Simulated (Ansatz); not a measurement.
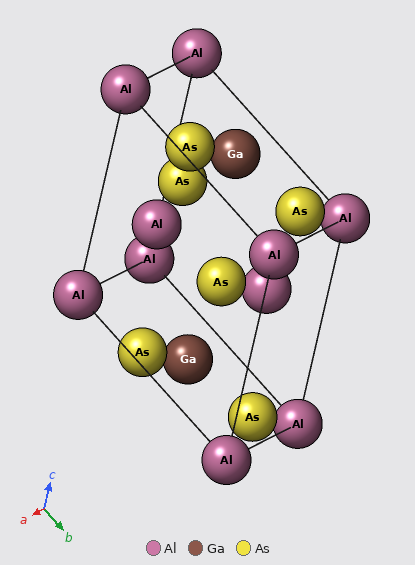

A spheres-only rendering, viewed slightly off an axis. The outline marks the simulation cell.

Input deck:
```yaml
crystal:
  lattice:
    - [-2.8664044389, 2.8664044389, 5.7332366224]
    - [2.8664044389, -2.8664044389, 5.7332366224]
    - [2.8664044389, 2.8664044389, -5.7332366224]
  atoms:
    - { symbol: Al, position: [0.0, 0.0, 0.0] }
    - { symbol: Al, position: [0.25, 0.75, 0.5] }
    - { symbol: Al, position: [0.75, 0.25, 0.5] }
    - { symbol: Ga, position: [0.5, 0.5, 0.0] }
    - { symbol: As, position: [0.1238169012, 0.1238169012, 0.498502751] }
    - { symbol: As, position: [0.3746858497, 0.8761830988, 0.0] }
    - { symbol: As, position: [0.6253141503, 0.6253141503, 0.501497249] }
    - { symbol: As, position: [0.8761830988, 0.3746858497, 0.0] }
basis:
  ecutwfc: 420
kpoints:
  mp_grid: { grid: [8, 8, 8] }
  band_path:
    path:
      - [[0.0, 0.0, 0.0], [0.0, 0.0, 0.5], [0.25, 0.25, 0.25], [0.0, 0.5, 0.0], [0.0, 0.0, 0.0], [0.5, 0.5, -0.5], [0.31249067, 0.68750933, -0.31249067]]
      - [[-0.31249067, 0.31249067, 0.31249067], [0.0, 0.0, 0.0]]
      - [[0.0, 0.0, 0.5], [-0.12498135, 0.12498135, 0.5]]
      - [[0.5, 0.5, -0.12498135], [0.5, 0.5, -0.5]]
    npoints: 14
hamiltonian:
  xc: pbe
scf:
  occupations: { method: gaussian, width: 0.02 }
  n_extra_bands: 20
output:
  forces: true
  stress: true
  eigenvalues: true
  populations: true
  dos: { projected: true, de: 0.02, nscf_kmesh: { grid: [12, 12, 12] } }
  bader: true
  write_density: true
  write_potential: true
  elf: true
  volumetric_format: npy
```
Run as:
```sh
ansatz run input.yaml --threads 1 --pin off --max-ram 2560MiB --backend cpu --events-out ev --progress --plain --runs-dir out
```

The numbers come from DFT PBE, scalar-relativistic, plane waves, PAW in Ansatz 0.2.0, using wavefunction cutoff 420 eV, k-point mesh 8×8×8, Gaussian smearing of 0.02 eV, no spin polarisation.

Question: How are the electrons shared out in a Bader analysis?

Answer: Al +1.94 e; Ga +0.69 e; As -1.63 e. The transfer is large, as in an ionic solid.

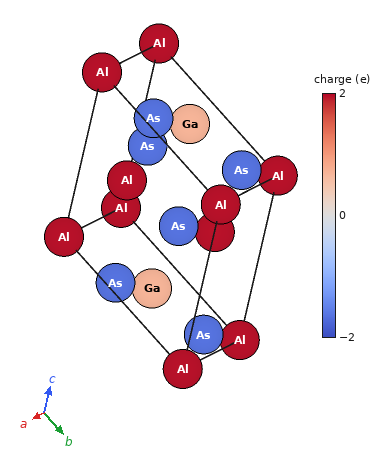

The atoms coloured by those charges.

The cell started as a structure type filled with these elements by a generator (whether the compound takes this form wasn't checked). Earlier steps of the study may have refined or changed the cell and positions. Ansatz was used for an electronic-structure calculation on it.
